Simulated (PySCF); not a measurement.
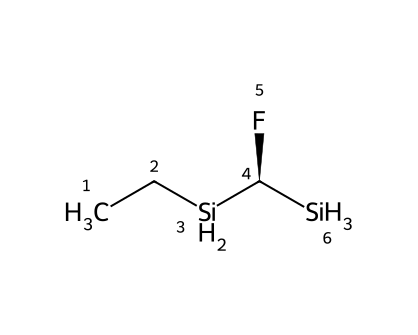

Skeletal drawing with numbered atoms; wedges and dashes mark any stereocentres. The configuration is that of a computed structure (PBE0-D3(BJ)/def2-SVP).

**Assign CIP descriptors.**

C4: S.

**Write the isomeric SMILES.**

CC[SiH2][C@@H](F)[SiH3]
